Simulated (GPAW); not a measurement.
# SiO2 (Stishovite, P4_2/mnm): the O K absorption edge, part 2 of 2

Aim: the near-edge shape at the O K edge of SiO2 (Stishovite, P4_2/mnm), and what the core hole does to it.

GPAW 26.7.0; X-ray absorption from dipole matrix elements to empty bands, plane-wave PAW PBE.

So far. Step 2 (The field without a hole): The mesh shows a gap of 5.64 eV, so the hole is first treated in a charged cell, without the excited electron. Step 3 (Spectrum without a core hole, O atom 3): Main maxima below 24 eV (height): 2.6 eV (1.16), 9.6 eV (3.49) and 23.8 eV (0.96). A K edge sees empty p states on the absorber.

### 5. Spectrum with FCH, O atom 3

The holes are 5.0 Å apart. In GPAW the data set carries the hole's charge, so charge=0 means a charged cell and charge=-1 a neutral one. The excited electron is left out and a uniform background balances the charge. After the field has converged, empty bands are computed with the density fixed and the dipole matrix elements are summed.

File xas.py:

```python
import numpy as np
from ase import Atoms
from ase.parallel import parprint, paropen
from gpaw import GPAW, PW, FermiDirac, Mixer, MixerDif, setup_paths
from gpaw.test import gen
setup_paths.insert(0, '.')
gen('O', name='fch1s', xcname='PBE', corehole=(1, 0, 1), write_xml=True)
from gpaw.mpi import world
world.barrier()

atoms = Atoms('Si4O8',
    cell=[[4.1773, 0, 2.6652],
     [0, 4.1773, 2.6652],
     [0, -4.1773, 2.6652]],
    scaled_positions=[[0.5, 0.25, 0.75],
     [0.5, 0.75, 0.25],
     [0, 0, 0],
     [0, 0.5, 0.5],
     [0.8059, 0.9441, 0.75],
     [0.8059, 0.4441, 0.25],
     [0.6941, 0, 0.3059],
     [0.6941, 0.5, 0.8059],
     [0.1941, 0.5559, 0.75],
     [0.1941, 0.0559, 0.25],
     [0.3059, 0, 0.6941],
     [0.3059, 0.5, 0.1941]],
    pbc=True)
atoms.calc = calc = GPAW(legacy_gpaw=True, mode=PW(500), xc='PBE', setups={4: 'fch1s'},
    kpts={'size': (5, 5, 5), 'gamma': True}, occupations=FermiDirac(0.02),
    charge=0, mixer=Mixer(0.1, 5, 50), maxiter=150,
    convergence={'density': 0.0001}, txt='scf.txt')
energy = atoms.get_potential_energy() + calc.get_reference_energy()
ef = calc.get_fermi_level()
out = dict(energy=energy, fermi=ef, forces=atoms.get_forces().tolist())
parprint(f'all-electron energy {energy:.4f} eV, Fermi level {ef:.4f} eV')
ev = np.array([[calc.get_eigenvalues(k, s) for k in range(len(calc.get_ibz_k_points()))] for s in range(calc.get_number_of_spins())])
out['homo'], out['lumo'], out['counts'] = ev[ev < ef].max(), ev[ev > ef].min(), sorted(set((ev < ef).sum((0, 2)).tolist()))
out['filled'] = (ev[:, 0] < ef).sum(1).tolist()

from ase.units import Ha
from gpaw.xas import dipole_matrix_elements
nb = int(calc.get_number_of_electrons() / 2) + 58
top, nb = nb, nb + 8 + nb // 12
nscf = calc.fixed_density(kpts={'size': (6, 6, 6), 'gamma': True}, nbands=nb,
    convergence={'bands': top, 'eigenstates': 1e-5}, maxiter=60, txt='nscf.txt')
cell = atoms.cell.array
ops = [cell.T @ U.T @ np.linalg.inv(cell.T) for U in nscf.wfs.kd.symmetry.op_scc]
filled = [32]  # bands filled in the ground state, by spin
E = np.arange(-6, 34, 0.1)
fwhm = np.interp(E, [4, 25], [0.9, 3.5])
Y, X, zero, highest = 0, 0, 1e9, 1e9
for spin in range(nscf.get_number_of_spins()):
    wfs = nscf.wfs
    A = dipole_matrix_elements(wfs.setups[4])
    eps = np.zeros((wfs.kd.nibzkpts, nb))
    d = np.zeros((3, A.shape[1], wfs.kd.nibzkpts, nb), complex)
    for kpt in wfs.kpt_u:
        if kpt.s == spin and 4 in kpt.P_ani:
            eps[kpt.k] = kpt.eps_n * Ha
            d[:, :, kpt.k] = (kpt.weight * wfs.nspins / 2) ** 0.5 * np.inner(A, kpt.P_ani[4])
    world.sum(eps)
    world.sum(d)
    T = np.einsum('amkn,bmkn->abkn', d, d.conj()).real
    T = sum(np.einsum('ai,ijkn,bj->abkn', R, T, R) for R in ops) / len(ops)
    empty = np.ones_like(eps, bool) & (np.arange(nb) >= filled[spin])
    zero, highest = min(zero, eps[empty].min()), min(highest, eps[:, top - 1].min())
    lines = [(eps, T, empty)] if spin == 0 else lines + [(eps, T, empty)]
for eps, T, empty in lines:
    f = np.einsum('aakn->akn', T).reshape(3, -1)
    x = eps.ravel() - zero
    w = np.interp(x, E, fwhm) / 2.35482
    g = np.exp(-0.5 * ((E[:, None] - x) / w) ** 2) / (w * (2 * np.pi) ** 0.5)
    Y = Y + (f * empty.ravel()) @ g.T
    X = X + (f * ~empty.ravel()) @ g.T
out.update(E=E.round(2).tolist(), xas=Y.tolist(), xes=X.tolist(), zero=zero, valid=highest - zero, nk=len(eps), nb=nb)
for i in range(0, len(E), 10):
    parprint(f'{E[i]:7.2f}', *(f'{v:10.3e}' for v in Y[:, i]))
import json
with paropen('out.json', 'w') as f:
    json.dump(out, f)
```

Started as:

```sh
> OMP_NUM_THREADS=1 mpirun -n 2 gpaw python xas.py
```

Numbers of over 12 decimals in the logs are rounded to 6 here.

What it wrote:

```text
Input parameters:
  convergence: {density: 0.0001}
  kpts: {gamma: True,
         size: (5, 5, 5)}
  maxiter: 150
  mixer: {backend: pulay,
          beta: 0.1,
          method: separate,
          nmaxold: 5,
          weight: 50}
  mode: {ecut: 500.0,
         name: pw}
  occupations: {fixmagmom: False,
                name: fermi-dirac,
                width: 0.02}
  setups: {4: fch1s}
  xc: PBE

Initialize ...

[... PAW data sets ...]

Reference energy: -47317.396478  # eV

Spin-paired calculation

[... convergence settings ...]
Symmetries present (total): 2
  [... symmetry matrices ...]

125 k-points: 5 x 5 x 5 Monkhorst-Pack grid
39 k-points in the irreducible part of the Brillouin zone
       k-points in crystal coordinates                weights
   0:     0.00000000    0.00000000    0.00000000          1/125
   1:     0.00000000    0.20000000    0.00000000          2/125
   2:     0.00000000    0.40000000    0.00000000          2/125
   3:     0.20000000   -0.40000000    0.00000000          4/125
   4:     0.20000000   -0.40000000    0.20000000          2/125
   5:     0.20000000   -0.20000000   -0.20000000          4/125
   6:     0.20000000   -0.20000000    0.00000000          4/125
   7:     0.20000000   -0.20000000    0.20000000          2/125
   8:     0.20000000    0.00000000    0.00000000          4/125
   9:     0.20000000    0.00000000    0.20000000          2/125
          ...
  38:     0.40000000    0.40000000    0.40000000          2/125

Wave functions: Plane wave expansion
  Cutoff energy: 500.000 eV
  Number of coefficients (min, max): 2350, 2390
  Pulay-stress correction: 0.000000 eV/Ang^3 (de/decut=0.000000)
  Using FFTW library
  Wavefunction extrapolation:
    Improved wavefunction reuse through dual PAW basis

Occupation numbers: Fermi-Dirac:
  width: 0.0200  # eV

Eigensolver
   Davidson(niter=2)

Densities:
  Coarse grid: 27*27*27 grid
  Fine grid: 54*54*54 grid
  Total Charge: 1.000000

Density mixing:
  Method: separate
  Backend: pulay
  Linear mixing parameter: 0.1
  old densities: 5
  Width of damping distribution: 1.1
  Damping of long wavelength oscillations: 50

[... Hamiltonian set-up ...]
Number of atoms: 12
Number of atomic orbitals: 48
Number of bands in calculation: 43
Number of valence electrons: 64
Bands to converge: occupied

... initialized

Initializing position-dependent things.

Density initialized from atomic densities
Creating initial wave functions:
  43 bands from LCAO basis set

                  O

                Si
               O  O
           O O
         Si  Si
               O
          OO
         Si

Atomic positions and initial magnetic moments

Positions:
   0 Si     2.088650   -2.088650    3.997800    ( 0.0000,  0.0000,  0.0000)
   1 Si     2.088650    2.088650    3.997800    ( 0.0000,  0.0000,  0.0000)
   2 Si     0.000000    0.000000    0.000000    ( 0.0000,  0.0000,  0.0000)
   3 Si     0.000000    0.000000    2.665200    ( 0.0000,  0.0000,  0.0000)
   4 O      3.366486    0.810814    6.663000    ( 0.0000,  0.0000,  0.0000)
   5 O      3.366486    0.810814    3.997800    ( 0.0000,  0.0000,  0.0000)
   6 O      2.899464   -1.277836    2.665200    ( 0.0000,  0.0000,  0.0000)
   7 O      2.899464   -1.277836    5.330400    ( 0.0000,  0.0000,  0.0000)
   8 O      0.810814   -0.810814    3.997800    ( 0.0000,  0.0000,  0.0000)
   9 O      0.810814   -0.810814    1.332600    ( 0.0000,  0.0000,  0.0000)
  10 O      1.277836   -2.899464    2.665200    ( 0.0000,  0.0000,  0.0000)
  11 O      1.277836    1.277836    2.665200    ( 0.0000,  0.0000,  0.0000)

Unit cell:
           periodic     x           y           z      points  spacing
  1. axis:    yes    4.177300    0.000000    2.665200    27     0.1547
  2. axis:    yes    0.000000    4.177300    2.665200    27     0.1466
  3. axis:    yes    0.000000   -4.177300    2.665200    27     0.1466

  Lengths:   4.955111   4.955111   4.955111
  Angles:  114.922638  73.183773  73.183773

Effective grid spacing dv^(1/3) = 0.1678

iter:   1  -125.156120
iter:   2  -120.946991   -1.29  -0.79
iter:   3  -115.481557   -0.93  -0.89
iter:   4  -115.774713   -2.04  -1.27
iter:   5  -115.740886   -1.92  -1.45
iter:   6  -115.732451   -3.01  -2.26
iter:   7  -115.722183c  -3.88  -2.32
iter:   8  -115.717945c  -4.03  -2.51
iter:   9  -115.717796c  -4.76  -2.94
iter:  10  -115.717533c  -5.11  -3.08
iter:  11  -115.717564c  -5.49  -3.55
iter:  12  -115.717527c  -6.42  -3.68
iter:  13  -115.717518c  -6.43  -3.94
iter:  14  -115.717518c  -7.41c -4.21c

Converged after 14 iterations.

Dipole moment: (0.443463, -0.164341, 0.745616) |e|*Ang

Energy contributions relative to reference atoms: (reference = -47317.396478)

Kinetic:        +63.985366
Potential:      -71.829383
External:        +0.000000
XC:            -107.918380
Entropy (-ST):   -0.000000
Local:           +0.044879
SIC:             +0.000000
--------------------------
Free energy:   -115.717518
Extrapolated:  -115.717518

Showing only first 2 kpts
 Kpt  Band  Eigenvalues  Occupancy
  0    30      7.97773    2.00000
  0    31      8.88762    2.00000
  0    32     13.59052    0.00000
  0    33     15.41592    0.00000

  1    30      7.87109    2.00000
  1    31      8.67754    2.00000
  1    32     14.20141    0.00000
[...]
Fermi level: 9.46796

Gap: 4.703 eV
Transition (v -> c):
  (s=0, k=0, n=31, [0.00, 0.00, 0.00]) -> (s=0, k=0, n=32, [0.00, 0.00, 0.00])
No difference between direct/indirect transitions

Forces in eV/Ang:
  0 Si   -3.32600    3.32600    0.00006
  1 Si   -0.20946    0.20946    0.00003
  2 Si    2.53062   -2.53062    3.76749
  3 Si    2.53061   -2.53061   -3.76731
  4 O    -0.67066    0.67066   -0.00067
  5 O    -0.34735    0.34735    0.00021
  6 O     0.45680    0.16462    0.10121
  7 O     0.45658    0.16446   -0.10119
  8 O    -1.26050    1.26050   -0.00018
  9 O     0.17573   -0.17573    0.00005
 10 O    -0.16462   -0.45680    0.10121
 11 O    -0.16446   -0.45658   -0.10119
Scalar-relativistic atomic PBE calculation for O (Oxygen, Z=8)
Core hole in 1s state (1s occupation: 1.0)
300 radial gridpoints.
|------------------------------------------------|
|------------------------------------------------|
[... the atom generator's iteration count ...]

Energy contributions:
-------------------------
Kinetic:      +54.482386
XC:            -6.221029
Potential:   -102.872811
-------------------------
Total:        -54.611454

state      eigenvalue         ekin         rmax
-----------------------------------------------
1s^1.0 :   -21.894578    30.998381        0.126
2s^2.0 :    -1.608483     4.112072        0.796
2p^4.0 :    -1.062351     3.814965        0.685
-----------------------------------------------
(units: Bohr and Hartree)

Generating PAW setup
Kinetic energy of the core from tauc = 31.023928
Cutoffs:
rc(s)=1.300
rc(p)=1.130
rc(d)=1.170
rc(vbar)=1.300
rc(comp)=1.260
rc(nct)=1.300

Kinetic energy of the core states: 30.998381
Charge: 1.0
Core electrons: 1.0
Valence electrons: 6.0
Pseudo-core charge: 0.000187
Shape function alpha=6.299
Pseudo-electron charge 5.288669
state    eigenvalue         norm
--------------------------------
2s(2) :    -1.608483     1.066038
*s    :    -0.608483
2p(4) :    -1.062351     0.789101
*p    :    -0.062351
*d    :     0.000000
--------------------------------

Diagonalizing with gridspacing h=0.050

state   all-electron     PAW
-------------------------------
2s:      -1.608483    -1.609927
2p:      -1.062351    -1.068630
*d:                   -0.061610
*f:                   -0.013338
-------------------------------
all-electron energy -47433.1140 eV, Fermi level 9.4680 eV
[...]
31.00  3.388e-05  3.388e-05  4.398e-05
  32.00  3.389e-05  3.389e-05  4.561e-05
  33.00  3.296e-05  3.296e-05  4.554e-05
```

It took 6.9 min on 2 MPI ranks of Arm Neoverse N1, shared host; peak memory 0.5 GiB; 14 min of CPU time.

The O K spectrum, O atom 3, full core hole (charged cell) (energy from the lowest empty level; intensity scaled to a mean of 1 over the first 20 eV; polarised curves are means over the symmetry-equivalent atoms):

```csv
E (eV),isotropic,ε ⊥ c,ε ∥ c
-2.0,0.00,0.00,0.00
-0.5,0.00,0.00,0.00
1.0,0.28,0.21,0.41
2.5,1.99,1.40,3.17
4.0,1.21,1.05,1.55
5.5,1.64,1.82,1.27
7.0,2.16,1.97,2.53
8.5,2.67,2.87,2.28
10.0,1.54,1.78,1.04
11.5,0.34,0.38,0.27
13.0,0.24,0.22,0.28
14.5,0.24,0.19,0.35
16.0,0.19,0.19,0.19
17.5,0.27,0.30,0.19
19.0,0.45,0.51,0.33
20.5,0.62,0.63,0.58
22.0,0.74,0.68,0.86
23.5,0.86,0.77,1.02
25.0,0.74,0.72,0.79
```

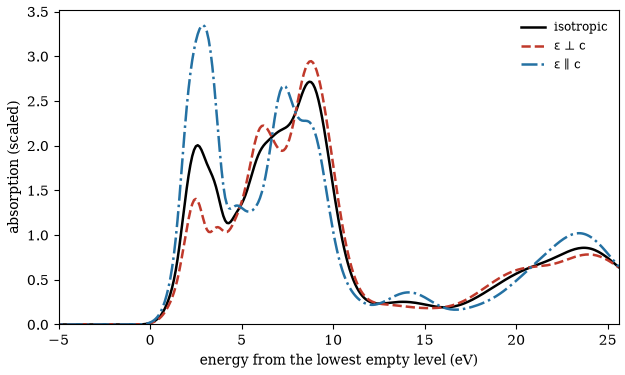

The O K edge, O atom 3, full core hole (charged cell): main maxima at 2.6, 8.7 and 23.7 eV.

Main maxima below 24 eV (height): 2.6 eV (2.01), 8.7 eV (2.72) and 23.7 eV (0.86). 

The hole costs E(hole) − E(ground) = 529.18 eV, and the lowest empty level of the hole cell on the spectrum's mesh lies at 13.59 eV, which puts the zero at 542.77 eV. One term is added: -8.91 eV, since the hole is spin-paired here and a spin-polarised one costs that much less in the free atom (computed apart). The photon energy is then 533.86 eV. The functional and the charged cell's background leave an error of a few eV in such absolute values.

### 6. Excitation energy, O atom 3

With the excited electron kept in the cell the system stays neutral, and the energy difference is an excitation energy by itself. In a small cell that electron takes up a good share of the lowest empty band, or all of one, which shifts the value from the true onset.

Changed against the first core-hole run: core hole to XCH, with the smearing that suits a partly filled band.

File scf.py:

```python
import numpy as np
from ase import Atoms
from ase.parallel import parprint, paropen
from gpaw import GPAW, PW, FermiDirac, Mixer, MixerDif, setup_paths
from gpaw.test import gen
setup_paths.insert(0, '.')
gen('O', name='fch1s', xcname='PBE', corehole=(1, 0, 1), write_xml=True)
from gpaw.mpi import world
world.barrier()

atoms = Atoms('Si4O8',
    cell=[[4.1773, 0, 2.6652],
     [0, 4.1773, 2.6652],
     [0, -4.1773, 2.6652]],
    scaled_positions=[[0.5, 0.25, 0.75],
     [0.5, 0.75, 0.25],
     [0, 0, 0],
     [0, 0.5, 0.5],
     [0.8059, 0.9441, 0.75],
     [0.8059, 0.4441, 0.25],
     [0.6941, 0, 0.3059],
     [0.6941, 0.5, 0.8059],
     [0.1941, 0.5559, 0.75],
     [0.1941, 0.0559, 0.25],
     [0.3059, 0, 0.6941],
     [0.3059, 0.5, 0.1941]],
    pbc=True)
atoms.calc = calc = GPAW(legacy_gpaw=True, mode=PW(500), xc='PBE', setups={4: 'fch1s'},
    kpts={'size': (5, 5, 5), 'gamma': True}, occupations=FermiDirac(0.04),
    charge=-1, mixer=Mixer(0.1, 5, 50), maxiter=150,
    convergence={'density': 0.0001}, txt='scf.txt')
energy = atoms.get_potential_energy() + calc.get_reference_energy()
ef = calc.get_fermi_level()
out = dict(energy=energy, fermi=ef, forces=atoms.get_forces().tolist())
parprint(f'all-electron energy {energy:.4f} eV, Fermi level {ef:.4f} eV')
ev = np.array([[calc.get_eigenvalues(k, s) for k in range(len(calc.get_ibz_k_points()))] for s in range(calc.get_number_of_spins())])
out['homo'], out['lumo'], out['counts'] = ev[ev < ef].max(), ev[ev > ef].min(), sorted(set((ev < ef).sum((0, 2)).tolist()))
out['filled'] = (ev[:, 0] < ef).sum(1).tolist()
import json
with paropen('out.json', 'w') as f:
    json.dump(out, f)
```

Started as:

```sh
> OMP_NUM_THREADS=1 mpirun -n 2 gpaw python scf.py
```

What it wrote:

```text
Input parameters:
  charge: -1
  convergence: {density: 0.0001}
  kpts: {gamma: True,
         size: (5, 5, 5)}
  maxiter: 150
  mixer: {backend: pulay,
          beta: 0.1,
          method: separate,
          nmaxold: 5,
          weight: 50}
  mode: {ecut: 500.0,
         name: pw}
  occupations: {fixmagmom: False,
                name: fermi-dirac,
                width: 0.04}
  setups: {4: fch1s}
  xc: PBE

[...]
2s(2) :    -1.608483     1.066038
*s    :    -0.608483
2p(4) :    -1.062351     0.789101
*p    :    -0.062351
*d    :     0.000000
--------------------------------

Diagonalizing with gridspacing h=0.050

state   all-electron     PAW
-------------------------------
2s:      -1.608483    -1.609927
2p:      -1.062351    -1.068630
*d:                   -0.061610
*f:                   -0.013338
-------------------------------
all-electron energy -47418.0903 eV, Fermi level 15.6354 eV
[key lines of the parts left out:]
Converged after 17 iterations.
Dipole moment: (0.244560, 0.092857, 0.521716) |e|*Ang
Free energy:   -100.696333
Fermi level: 15.63536
```

Elapsed: 2.2 min, on 2 MPI ranks; peak memory 0.27 GiB.

The total-energy difference is 544.20 eV. With the free-atom term of -8.91 eV for this edge, the photon energy is 535.29 eV.

### 7. With and without the hole

Both curves are counted from their own zero, so only the shift of weight within the empty states shows.

| E (eV) | no hole | FCH |
| --- | --- | --- |
| -2.0 | 0.00 | 0.00 |
| -1.0 | 0.00 | 0.00 |
| 0.0 | 0.01 | 0.02 |
| 1.0 | 0.10 | 0.28 |
| 2.0 | 0.74 | 1.52 |
| 3.0 | 1.00 | 1.85 |
| 4.0 | 0.72 | 1.21 |
| 5.0 | 0.84 | 1.35 |
| 6.0 | 1.18 | 1.94 |
| 7.0 | 1.53 | 2.16 |
| 8.0 | 2.22 | 2.40 |
| 9.0 | 3.23 | 2.65 |
| 10.0 | 3.27 | 1.54 |
| 11.0 | 1.54 | 0.56 |
| 12.0 | 0.63 | 0.25 |
| 13.0 | 0.49 | 0.24 |
| 14.0 | 0.41 | 0.25 |
| 15.0 | 0.29 | 0.22 |
| 16.0 | 0.25 | 0.19 |
| 17.0 | 0.31 | 0.22 |
| 18.0 | 0.40 | 0.32 |
| 19.0 | 0.49 | 0.45 |
| 20.0 | 0.57 | 0.57 |
| 21.0 | 0.62 | 0.66 |
| 22.0 | 0.73 | 0.74 |
| 23.0 | 0.90 | 0.83 |
| 24.0 | 0.96 | 0.85 |
| 25.0 | 0.82 | 0.74 |

With each curve scaled to its own mean, the area from −2 to 6 eV with the hole is 7.2 against 4.0, and the centre of weight from −1 to 20 eV moves by -1.5 eV: the hole pulls the absorber's empty states down.

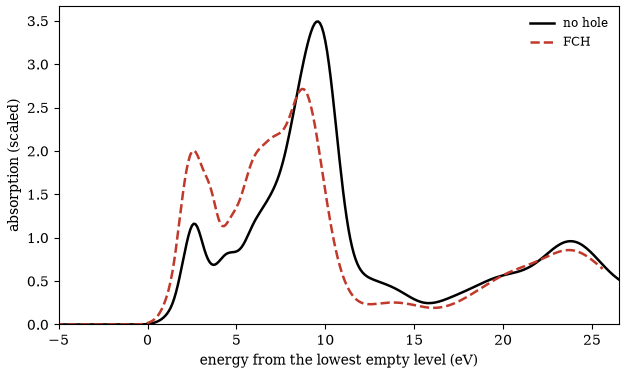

The O K edge with and without the core hole, each from its own zero; the highest intensity below 16 eV lies at 8.7 eV with the hole.

### 8. Results

| Property | Result |
| --- | --- |
| absorber and edge | O K, atom 3 of the ground-state input (counted from 1) |
| surroundings | 2 Si at 1.76 Å and 1 Si at 1.81 Å (distorted trigonal planar, site symmetry m2m) |
| highest intensity below 16 eV | 8.7 eV above the zero, height 2.72 |
| photon energy of the zero, with the added terms | 533.9 eV (raw 542.8 eV; uncertain by a few eV) |

What this shows: The O K edge of atom 3, with 2 Si at 1.76 Å and 1 Si at 1.81 Å (distorted trigonal planar, site symmetry m2m), has its highest intensity of the first 16 eV at 8.7 eV above the zero, near 543 eV in photon energy (uncertain by a few eV), 2.7 times the mean level of the first 20 eV (Gaussian full width 0.9 eV up to 4 eV, rising linearly to 3.5 eV at 25 eV). With each curve scaled to its own mean, the area from −2 to 6 eV with the hole is 7.2 against 4.0, and the centre of weight from −1 to 20 eV moves by -1.5 eV: the hole pulls the absorber's empty states down. The neutral-cell energy lies +1.4 eV from the charged-cell zero, a gap made of the charged-cell error and of where the added electron settles. At the O K edge of atom 3 polarisation matters most near 3.0 eV, where the curves differ by 2.2 on this scale. The holes are only 5.0 Å apart, so the shape is probably not converged with cell size; no larger cell was run here. The mesh is coarse (0.26 Å⁻¹ between points), so small maxima may be mesh ripples. The structure is a published determination, not relaxed.

[Banner, clock and machine lines of the logs are left out without a mark of their own.]

[Logs are printed without paths, hosts, clocks, repeated set-up lines and the standing remarks that a program may print on its own settings, such as how far it seeks lower states.]

[Hosts, paths, dates, database ids (printed as entryN), source tags and the programs' standing remarks are cut or masked in the printed files.]

[Lists of maxima count a maximum above −3 eV only where it reaches 4 % of the highest in the window and stands out from its surroundings by 2 % of it (1.5 % where it reaches 55 %); shoulders and weaker maxima are passed over, and of the rest the first, up to two pre-edge ones and the few strongest are named.]
